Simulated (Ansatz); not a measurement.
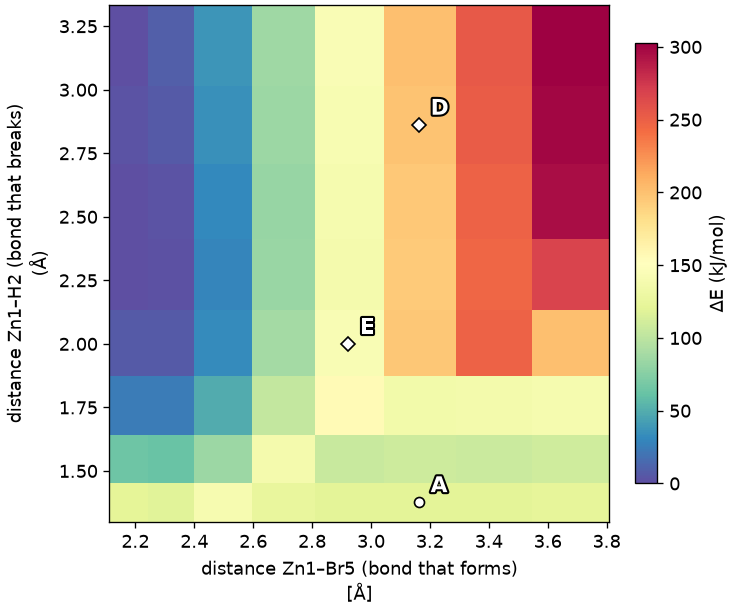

The reacting system BrH₃OZn (fragments H₂OZn + BrH where the first distance is long, BrHOZn + H₂ where the second is long). First axis: distance Zn1–Br5 (bond that forms). Second axis: distance Zn1–H2 (bond that breaks). Relaxed at each point: all other coordinates. Grid: 8 × 8 points. Points are written as (first, second). Energies are in kJ/mol, from the lowest grid point. Energies and slopes of some neighbouring points disagree (a jump in structure or state, or too coarse a mesh). The reference is spin-restricted, so regions where a bond is pulled apart into radicals lie too high. The calculation used RKS r2SCAN-D4/def2-SVP in Ansatz 0.2.0.

In the figure: one coloured cell a grid point, lettered points.

> Is E the lowest point of the computed grid?

No. E lies 142 kJ/mol above the lowest grid point, which is at (2.178 Å, 2.271 Å).

> Rank the lettered points by energy, lowest first.

A (120 kJ/mol), E (142 kJ/mol), D (199 kJ/mol).
